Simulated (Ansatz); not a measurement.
# revPBE-D3(BJ)-ATM/def2-TZVP (core potential) run of CH6ClSbSi (SMILES [CH3][Sb]([SiH3])[Cl])

What is the energy change on altering one bond length of CH6ClSbSi at revPBE-D3(BJ)-ATM/def2-TZVP (core potential)? 

The calculation is run with Ansatz 0.2.0.

5 further runs of the same task are left out: 1 for a known fault of the program, 2 that didn't finish, 2 set aside as unsound or not needed.

### Step 1. The system as given

CH6ClSbSi has 10 atoms, charge 0, and is taken as a singlet. SMILES: `[CH3][Sb]([SiH3])[Cl]`. The coordinates come from a PBE0-D4/def2-TZVP relaxation.

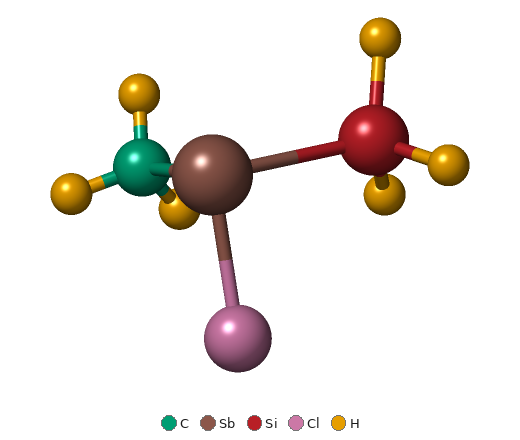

Viewed from a chosen angle; carbon teal, antimony brown, silicon red, chlorine pink, hydrogen amber.

### Step 2. Energy and forces at revPBE-D3(BJ)-ATM/def2-TZVP (core potential)

run.yaml

```yaml
crystal:
  periodic: [false, false, false]
  atoms:
    - {symbol: C, position_ang: [-0.469000, 1.667600, -0.045000]}
    - {symbol: Sb, position_ang: [-0.859000, -0.044000, 1.206100]}
    - {symbol: Si, position_ang: [1.011100, -1.444800, 0.104400]}
    - {symbol: Cl, position_ang: [-2.517600, -0.971100, -0.217200]}
    - {symbol: H, position_ang: [-0.398200, 1.357400, -1.086200]}
    - {symbol: H, position_ang: [-1.282600, 2.381900, 0.076500]}
    - {symbol: H, position_ang: [0.468500, 2.129700, 0.271100]}
    - {symbol: H, position_ang: [0.829100, -2.879900, 0.441800]}
    - {symbol: H, position_ang: [0.968400, -1.257900, -1.369500]}
    - {symbol: H, position_ang: [2.332600, -0.989900, 0.621100]}
basis:
  gaussian:
    orbitals: def2-TZVP.json
    final_grid: {core_spheres: 20, valence_spheres: 16, degree: 47}
output: {forces: true, orbitals: {seedname: orbitals}}
hamiltonian: {xc: {name: revPBE}, dispersion: d3bjatm}
scf: {lower_state_search: standard}
```

The basis set def2-TZVP is read from a file made from the Basis Set Exchange's data (not shown).

Started as:

```sh
ansatz run run.yaml --threads 1 --pin off --max-ram 2610MiB --events-out events.jsonl --progress --plain --runs-dir runs
```

Log:

```text
Warning: RAYON_NUM_THREADS=1 ignored (pool sized by the plan → 1); use --threads N
Functional definition: revPBE
  name "revPBE"
  parameter kappa = 1.245
  parameter beta = 0.06672455060314922
  exchange = pbe_x(kappa = kappa, mu = beta*pi^2/3)
  correlation = pbe_c(beta = beta)
1335 factors; their error is unknown
mean field evaluation 1: about -28061.7950 eV, gradient 6.5e1 eV
mean field evaluation 2: about -28037.8655 eV, gradient 1.0e2 eV
mean field evaluation 4: about -28071.9197 eV, gradient 8.9e0 eV
mean field evaluation 8: about -28072.0841 eV, gradient 2.8e-1 eV
mean field evaluation 16: about -28072.0601 eV, gradient 4.9e-3 eV
mean field -28072.06007021 eV, -1031.6291796546 hartree, gradient 3.3e-5 eV, S^2 0.000000; 0 other end points of the search recorded, 0 dependent functions left out
the calculation of the forces begins
reference -28072.06012818 eV, -1031.6291817848 hartree; 33, 33 occupied and 158, 158 virtual orbitals, 1335 factors
Total energy: -28072.71004031 eV, -1031.6530656149 hartree
Atom 0 at    -0.469000     1.667600    -0.045000 Å, force     0.048923     0.137363    -0.116111 eV/Å
Atom 1 at    -0.859000    -0.044000     1.206100 Å, force     0.027615    -0.053475     0.600711 eV/Å
Atom 2 at     1.011100    -1.444800     0.104400 Å, force     0.021518    -0.001422    -0.025174 eV/Å
Atom 3 at    -2.517600    -0.971100    -0.217200 Å, force    -0.299880    -0.164693    -0.246722 eV/Å
Atom 4 at    -0.398200     1.357400    -1.086200 Å, force     0.019370    -0.070057    -0.228389 eV/Å
Atom 5 at    -1.282600     2.381900     0.076500 Å, force    -0.191758     0.160955     0.029503 eV/Å
Atom 6 at     0.468500     2.129700     0.271100 Å, force     0.217090     0.102852     0.066528 eV/Å
Atom 7 at     0.829100    -2.879900     0.441800 Å, force    -0.017755    -0.177358     0.038307 eV/Å
Atom 8 at     0.968400    -1.257900    -1.369500 Å, force     0.002494     0.015497    -0.178884 eV/Å
Atom 9 at     2.332600    -0.989900     0.621100 Å, force     0.172383     0.050339     0.060231 eV/Å
Dipole moment:     0.358965     0.317645     0.189551 e Å
```

It took 15 s on 1 thread of Arm Neoverse V1, shared host; peak memory 0.27 GiB.

### Step 3. The distorted shape at the same level

run.yaml

```yaml
crystal:
  periodic: [false, false, false]
  atoms:
    - {symbol: C, position_ang: [-1.778106, 2.648187, 0.726211]}
    - {symbol: Sb, position_ang: [-2.168106, 0.936587, 1.977311]}
    - {symbol: Si, position_ang: [1.011100, -1.444800, 0.104400]}
    - {symbol: Cl, position_ang: [-3.826706, 0.009487, 0.554011]}
    - {symbol: H, position_ang: [-1.707306, 2.337987, -0.314989]}
    - {symbol: H, position_ang: [-2.591706, 3.362487, 0.847711]}
    - {symbol: H, position_ang: [-0.840606, 3.110287, 1.042311]}
    - {symbol: H, position_ang: [0.829100, -2.879900, 0.441800]}
    - {symbol: H, position_ang: [0.968400, -1.257900, -1.369500]}
    - {symbol: H, position_ang: [2.332600, -0.989900, 0.621100]}
basis:
  gaussian:
    orbitals: def2-TZVP.json
    final_grid: {core_spheres: 20, valence_spheres: 16, degree: 47}
output: {forces: true, orbitals: {seedname: orbitals}}
hamiltonian: {xc: {name: revPBE}, dispersion: d3bjatm}
scf: {lower_state_search: standard}
```

The basis set def2-TZVP is read from a file made from the Basis Set Exchange's data (not shown).

Started as:

```sh
ansatz run run.yaml --threads 1 --pin off --max-ram 2610MiB --events-out events.jsonl --progress --plain --runs-dir runs
```

Log:

```text
Warning: RAYON_NUM_THREADS=1 ignored (pool sized by the plan → 1); use --threads N
Functional definition: revPBE
  name "revPBE"
  parameter kappa = 1.245
  parameter beta = 0.06672455060314922
  exchange = pbe_x(kappa = kappa, mu = beta*pi^2/3)
  correlation = pbe_c(beta = beta)
1335 factors; their error is unknown
mean field evaluation 1: about -28055.0236 eV, gradient 6.9e1 eV
mean field evaluation 2: about -27960.8840 eV, gradient 1.3e2 eV
mean field evaluation 4: about -28063.5658 eV, gradient 2.9e1 eV
mean field evaluation 8: about -28069.9253 eV, gradient 1.9e0 eV
mean field evaluation 16: about -28069.9194 eV, gradient 3.1e-1 eV
mean field -28069.91958528 eV, -1031.5505182841 hartree, gradient 1.3e-5 eV, S^2 0.000000; 0 other end points of the search recorded, 0 dependent functions left out
the calculation of the forces begins
reference -28069.91965187 eV, -1031.5505207313 hartree; 33, 33 occupied and 158, 158 virtual orbitals, 1335 factors
Total energy: -28070.42233006 eV, -1031.5689938139 hartree
Atom 0 at    -1.778106     2.648187     0.726211 Å, force     0.059160     0.039686    -0.006237 eV/Å
Atom 1 at    -2.168106     0.936587     1.977311 Å, force     0.724191    -0.771794    -0.213344 eV/Å
Atom 2 at     1.011100    -1.444800     0.104400 Å, force    -0.526248     0.525613     0.462961 eV/Å
Atom 3 at    -3.826706     0.009487     0.554011 Å, force    -0.134483     0.008500    -0.038769 eV/Å
Atom 4 at    -1.707306     2.337987    -0.314989 Å, force     0.006417    -0.083267    -0.226664 eV/Å
Atom 5 at    -2.591706     3.362487     0.847711 Å, force    -0.245277     0.209333    -0.004375 eV/Å
Atom 6 at    -0.840606     3.110287     1.042311 Å, force     0.210957     0.089420     0.068393 eV/Å
Atom 7 at     0.829100    -2.879900     0.441800 Å, force    -0.121280    -0.202839     0.076311 eV/Å
Atom 8 at     0.968400    -1.257900    -1.369500 Å, force    -0.093890     0.074623    -0.210318 eV/Å
Atom 9 at     2.332600    -0.989900     0.621100 Å, force     0.120452     0.110726     0.092041 eV/Å
Dipole moment:     0.167317     0.436569     0.240483 e Å
```

Wall time 14 s (1 thread of Arm Neoverse V1, shared host); peak memory 0.25 GiB.

### Step 4. What came out

Level: revPBE-D3(BJ)-ATM/def2-TZVP (core potential).

```
                                                           quantity           value
                                          first shape: total energy  -1031.65307 Eh
                                         first shape: dipole moment          2.48 D
                                           first shape: HOMO energy        -5.92 eV
                                           first shape: LUMO energy        -2.24 eV
                                         first shape: HOMO–LUMO gap         3.68 eV
                                     first shape: dispersion energy   -62.71 kJ/mol
                              first shape: largest force on an atom      0.604 eV/Å
                                      distorted shape: total energy  -1031.56899 Eh
                                     distorted shape: dipole moment          2.53 D
                                       distorted shape: HOMO energy        -4.90 eV
                                       distorted shape: LUMO energy        -4.01 eV
                                     distorted shape: HOMO–LUMO gap         0.89 eV
                                 distorted shape: dispersion energy   -48.50 kJ/mol
                          distorted shape: largest force on an atom      1.080 eV/Å
energy change with the Sb2–Si3 bond stretched from 2.583 to 4.392 Å        2.288 eV
```

**Reading.** One bond (distorted shape) is far stretched, which a spin-restricted single reference describes badly; a broken-symmetry solution may lie lower. With the Sb2–Si3 bond stretched from 2.583 to 4.392 Å the energy rises by 2.29 eV (53 kcal/mol). The first shape isn't relaxed at this level, so the change isn't measured from a minimum. A restricted reference can't describe the breaking bond well at this length. The largest force (first shape) is 0.60 eV/Å: the shape isn't a stationary point for this species at this level.
